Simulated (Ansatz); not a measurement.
# BrH4NSi···SiH4: what the fields show

Input

```
crystal:
  periodic: [false, false, false]
  atoms:
    - { symbol: Si, position_ang: [-0.546909, 0.169361, -0.435923] }
    - { symbol: Si, position_ang: [-0.232141, -0.235305, 2.96886] }
    - { symbol: H, position_ang: [-0.594548, -0.670683, 4.339095] }
    - { symbol: H, position_ang: [1.008685, -0.932935, 2.5612] }
    - { symbol: H, position_ang: [-0.013736, 1.224817, 2.968766] }
    - { symbol: H, position_ang: [0.46085, 0.604411, 0.529546] }
    - { symbol: H, position_ang: [-0.281019, 0.74671, -1.764306] }
    - { symbol: "N", position_ang: [-0.604226, -1.521592, -0.613847] }
    - { symbol: H, position_ang: [-0.742226, -2.159771, 0.146616] }
    - { symbol: H, position_ang: [-0.911323, -1.910372, -1.484756] }
    - { symbol: Br, position_ang: [-2.524542, 1.123931, 0.232758] }
    - { symbol: H, position_ang: [-1.336665, -0.568073, 2.065091] }
basis:
  gaussian: { orbitals: def2-SVP }
hamiltonian:
  xc: hf
relax:
  f_tol: 0.03
  max_steps: 50
output:
  orbitals: {}
```

Command:

```sh
ansatz run input.yaml --threads 2 --pin off --max-ram 3072MiB --backend cpu --events-out ev --progress --plain --runs-dir out
```

The fields are those of the run's last geometry, not of the input's.

These are results of RHF/def2-SVP (Ansatz 0.2.0), not measurements.

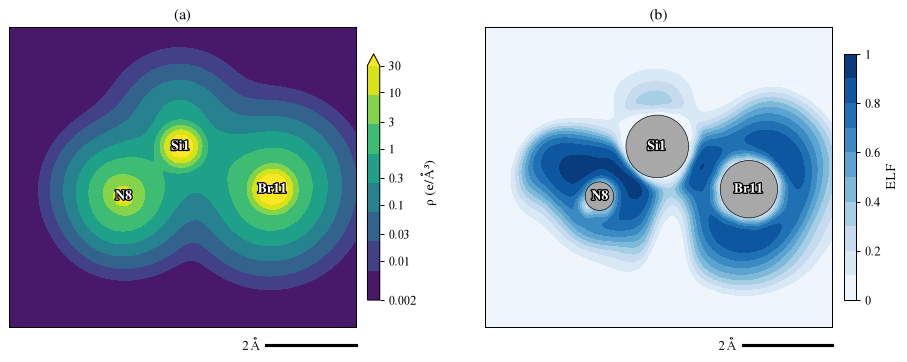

Figure 1. (a) electron density; (b) ELF on the plane of atoms N8, Si1 and Br11. Grey discs cover the atomic cores in the ELF map.

What do the fields say about this system?

Answer.
- Atoms in the plane: Si, N and Br.
- Si–N (1.71 Å): ρ is about 1.1 e/Å³ halfway; the ELF peaks at about 0.90 between the atoms; a polar covalent bond.
- Si–Br (2.26 Å): ρ is about 0.73 e/Å³ halfway, with its minimum of 0.52 e/Å³ about 0.8 Å from Si; the ELF peaks at about 0.90 between the atoms; a polar covalent bond.
- The ELF also peaks beside Br11 and N8, away from the bonds: lone-pair regions.

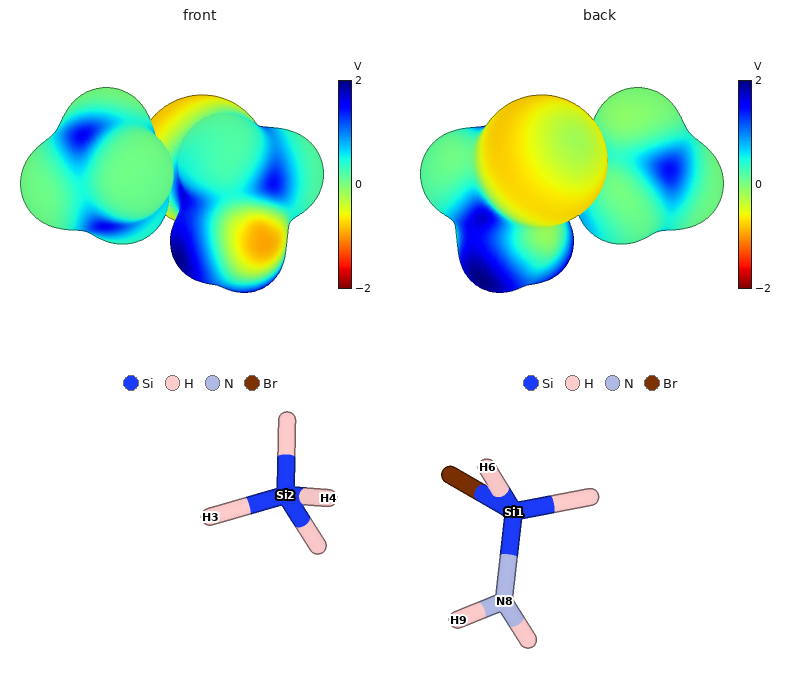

Figure 2. The electrostatic potential painted on the density surface at 0.002 e/bohr³, seen from the front and from behind; the colour scale runs from red (negative) to blue (positive). The bare structure is drawn below in the same view.

Describe the electrostatic potential map.

Answer. The most negative region (about −0.9 V) lies over N8, the most positive (about +1.9 V) over H9 and H10.

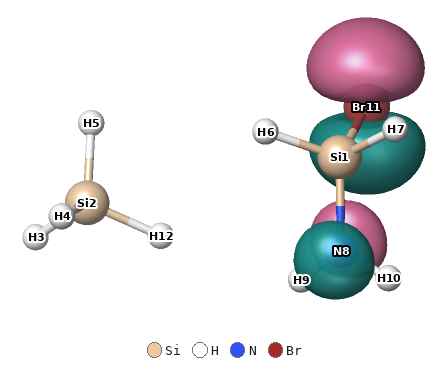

Figure 3. The HOMO at ±0.15 Å⁻³ᐟ² (teal and pink are the two phases), seen at a tilt.

Describe this orbital and give its energy.

Answer. It lies mainly on Br11 (about 70 %) and N8 (about 20 %); largely a lone pair of Br11. Its energy is −10.92 eV.
